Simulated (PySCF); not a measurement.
# [BF4]− (tetrafluoroborate): BLYP/def2-SVP

What is the vertical ionisation energy of [BF4]− (tetrafluoroborate) at BLYP/def2-SVP? Input form: a Python script.

Program for the calculation: PySCF 2.14.0.

### Step 1. The molecule

[BF4]−: 5 atoms, total charge -1, spin state singlet. As SMILES, `F[B-](F)(F)F`. Geometry: relaxed at PBE0-D4/def2-TZVPD.

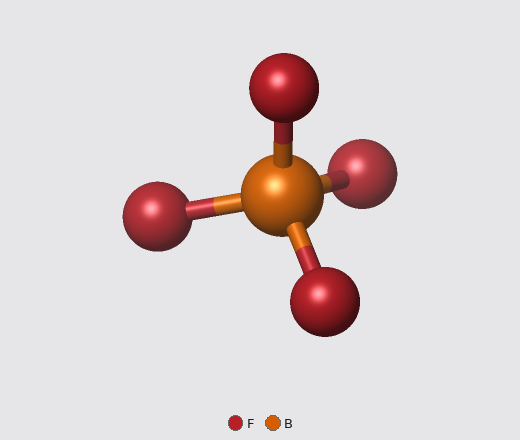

Viewed from a chosen angle; fluorine red, boron orange.

### Step 2. The energy at BLYP/def2-SVP

Contents of input.py:

```python
from pyscf import gto, dft

mol = gto.M(
    atom='''
F   -0.057100  -0.040200   1.404000
B    0.000000   0.000000   0.000100
F    0.948900  -0.931000  -0.457200
F   -1.262500  -0.319100  -0.529700
F    0.370700   1.290300  -0.417200
''',
    max_memory=1860,
    verbose=3,
    charge=-1,
    basis='def2-svp',
)

calc0 = dft.RKS(mol)
calc0.xc = 'blyp'
calc0.grids.level = 1
calc0.conv_tol = 1e-10
calc0.kernel()
if not calc0.converged:
    calc0 = calc0.newton().run(calc0.mo_coeff, calc0.mo_occ)

etot = calc0.e_tot
print('Final energy', etot)
```

Command:

```
$ OMP_NUM_THREADS=1 python input.py
```

Log:

```text
converged SCF energy = -424.140450095327
Final energy -424.14045009532697
```

Run time: 2 s. Hardware: 1 thread of Arm Neoverse V1, shared host; peak memory 0.2 GiB.

### Step 3. Doublet neutral BF4, same level

Contents of start.xyz:

```xyz
5

F     -0.057100    -0.040200     1.404000
B      0.000000     0.000000     0.000100
F      0.948900    -0.931000    -0.457200
F     -1.262500    -0.319100    -0.529700
F      0.370700     1.290300    -0.417200
```

Contents of job.py:

```python
from pyscf import gto, dft

mol = gto.M(
    atom='start.xyz',
    basis='def2-svp',
    verbose=4,
    charge=0,
    max_memory=1860,
    spin=1,
)

mf = dft.UKS(mol)
mf.xc = 'blyp'
mf.grids.level = 1
mf.conv_tol = 1e-10
mf.kernel()
if not mf.converged:
    mf = mf.newton().run(mf.mo_coeff, mf.mo_occ)

e_tot = mf.e_tot
print('E(%s) = %.9f' % ('BLYP', e_tot))
```

Command:

```
$ OMP_NUM_THREADS=1 python job.py
```

Log:

```text
PySCF version 2.14.0

[INPUT] num. atoms = 5
[INPUT] num. electrons = 41
[INPUT] charge = 0
[INPUT] spin (= nelec alpha-beta = 2S) = 1
[INPUT] symmetry False subgroup None
[INPUT] Mole.unit = angstrom
[INPUT] Symbol           X                Y                Z      unit          X                Y                Z       unit  Magmom
[INPUT]  1 F     -0.057100000000  -0.040200000000   1.404000000000 AA   -0.107903361713  -0.075966990208   2.653175478889 Bohr   0.0
[INPUT]  2 B      0.000000000000   0.000000000000   0.000100000000 AA    0.000000000000   0.000000000000   0.000188972612 Bohr   0.0
[INPUT]  3 F      0.948900000000  -0.931000000000  -0.457200000000 AA    1.793161119600  -1.759335021970  -0.863982784151 Bohr   0.0
[INPUT]  4 F     -1.262500000000  -0.319100000000  -0.529700000000 AA   -2.385779232263  -0.603011606349  -1.000987928182 Bohr   0.0
[INPUT]  5 F      0.370700000000   1.290300000000  -0.417200000000 AA    0.700521474376   2.438313618526  -0.788393739169 Bohr   0.0

nuclear repulsion = 179.786669149836
number of shells = 30
number of NR pGTOs = 120
number of NR cGTOs = 70
basis = def2-svp
ecp = {}

******** <class 'pyscf.dft.uks.UKS'> ********
method = UKS
initial guess = minao
damping factor = 0
level_shift factor = 0
DIIS = <class 'pyscf.scf.diis.CDIIS'>
diis_start_cycle = 1
diis_space = 8
diis_damp = 0
SCF conv_tol = 1e-10
SCF conv_tol_grad = None
SCF max_cycles = 50
direct_scf = True
direct_scf_tol = 1e-13
number electrons alpha = 21  beta = 20
XC library pyscf.dft.libxc version 7.0.0
    S. Lehtola, C. Steigemann, M. J.T. Oliveira, and M. A.L. Marques.,  SoftwareX 7, 1–5 (2018)
XC functionals = blyp
[... 17 lines left out ...]
[... the frontier-level lines of each cycle are left out ...]
[... 1 line left out ...]
[... 12 lines left out ...]
[... 1 line left out ...]
[... 8 lines left out ...]
[... 1 line left out ...]
[... 12 lines left out ...]
[... 1 line left out ...]
[... 62 lines left out ...]
SCF not converged.
SCF energy = -423.934200229824 after 50 cycles  <S^2> = 0.75141253  2S+1 = 2.001412
[... 1 line left out ...]
******** <class 'pyscf.soscf.newton_ah.SecondOrderUKS'> ********
method = SecondOrderUKS
initial guess = minao
damping factor = 0
level_shift factor = 0
DIIS = <class 'pyscf.scf.diis.CDIIS'>
diis_start_cycle = 1
diis_space = 8
diis_damp = 0
SCF conv_tol = 1e-10
SCF conv_tol_grad = None
SCF max_cycles = 50
direct_scf = True
direct_scf_tol = 1e-13
number electrons alpha = 21  beta = 20
XC library pyscf.dft.libxc version 7.0.0
    S. Lehtola, C. Steigemann, M. J.T. Oliveira, and M. A.L. Marques.,  SoftwareX 7, 1–5 (2018)
XC functionals = blyp
    A. D. Becke.,  Phys. Rev. A 38, 3098 (1988)
    C. Lee, W. Yang, and R. G. Parr.,  Phys. Rev. B 37, 785 (1988)
    B. Miehlich, A. Savin, H. Stoll, and H. Preuss.,  Chem. Phys. Lett. 157, 200 (1989)
radial grids:
    Treutler-Ahlrichs [JCP 102, 346 (1995); DOI:10.1063/1.469408] (M4) radial grids

becke partition: Becke, JCP 88, 2547 (1988); DOI:10.1063/1.454033
pruning grids: <function nwchem_prune>
grids dens level: 1
symmetrized grids: False
atomic radii adjust function: <function treutler_atomic_radii_adjust>
small_rho_cutoff = 0
******** <class 'pyscf.dft.uks.UKS'> Newton solver flags ********
SCF tol = 1e-10
conv_tol_grad = None
max. SCF cycles = 50
direct_scf = True
direct_scf_tol = 1e-13
max_cycle_inner = 12
max_stepsize = 0.05
ah_start_tol = 1e+09
ah_level_shift = 0
ah_conv_tol = 1e-12
ah_lindep = 1e-14
ah_start_cycle = 1
ah_max_cycle = 40
ah_grad_trust_region = 2.5
kf_interval = 4
kf_trust_region = 5
canonicalization = True
Set conv_tol_grad to 1e-05
Initial guess E= -423.934200229824  |g|= 9.74004e-05
macro= 0  E= -423.934200234769  delta_E= -4.94538e-09  |g|= 9.74004e-05  1 KF 3 JK
macro= 1  E= -423.934200234768  delta_E= 1.59162e-12  |g|= 1.02924e-06  1 KF 2 JK
Canonicalize SCF orbitals
macro X = 2  E=-423.934200234768  |g|= 1.02924e-06  total 3 KF 8 JK
converged SCF energy = -423.934200234768  <S^2> = 0.75141253  2S+1 = 2.001412
E(BLYP) = -423.934200235
```

Wall time 7.2 s (1 thread of Arm Neoverse V1, shared host); peak memory 0.23 GiB.

### Step 4. Outcome

At BLYP/def2-SVP:

```
                                                             quantity          value
                                         singlet [BF4]−: total energy  -424.14045 Eh
                                          singlet [BF4]−: HOMO energy       -1.50 eV
                                          singlet [BF4]−: LUMO energy        8.87 eV
singlet [BF4]−: HOMO–LUMO gap (to an unbound level, set by the basis)       10.37 eV
                                    doublet neutral BF4: total energy  -423.93420 Eh
                                   doublet neutral BF4: dipole moment         0.00 D
              doublet neutral BF4: HOMO energy (highest over α and β)       -9.82 eV
               doublet neutral BF4: LUMO energy (lowest over α and β)       -9.74 eV
                                            doublet neutral BF4: ⟨S²⟩          0.751
                  vertical detachment energy (to the doublet neutral)       5.612 eV
```

In words: The vertical ionisation energy comes to 5.61 eV (129 kcal/mol). The negative HOMO energy of the first species, 1.50 eV, lies 4.12 eV below that difference.
